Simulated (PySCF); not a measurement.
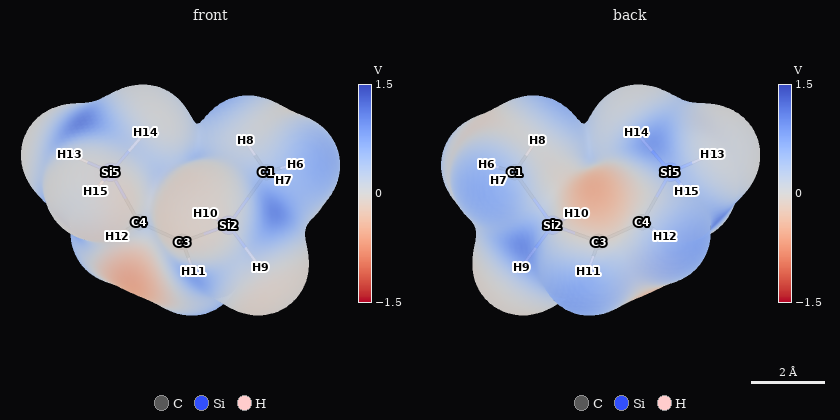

*C$_{3}$H$_{10}$Si$_{2}$ (SMILES C[SiH2]/C=C\[SiH3]). The electrostatic potential painted on the density surface at 0.002 e/bohr³, seen from the front and from behind; red is negative and blue positive.*

Geometry: GFN2-xTB.

Level of theory: PBE0/pcSseg-1, SCF density, gas phase, non-relativistic in PySCF.

```xyz
15

C    -2.0174    0.7320    0.7361
Si   -0.9130    0.8116   -0.8089
C    -0.0722   -0.8538   -1.0808
C     1.0607   -1.2844   -0.5279
Si    2.1549   -0.3513    0.6868
H    -2.5720    1.6569    0.8643
H    -2.7393   -0.0774    0.6718
H    -1.4267    0.5735    1.6336
H    -1.7473    1.0862   -1.9902
H     0.0823    1.8806   -0.6573
H    -0.5845   -1.5216   -1.7701
H     1.4106   -2.2784   -0.7973
H     3.0872   -1.3135    1.2850
H     1.3558    0.2628    1.7503
H     2.9166    0.6848   -0.0171
```

Q: Which sites attract a positive test charge, and which a negative one?

A: A positive charge is drawn to the negative regions and a negative charge to the positive ones. The most negative region (about −0.5 V) lies over the π face of C3 and C4, the most positive (about +1.0 V) over Si2 and Si5.

Q: What dipole moment does the calculation give?

A: Its dipole moment is 0.66 D.
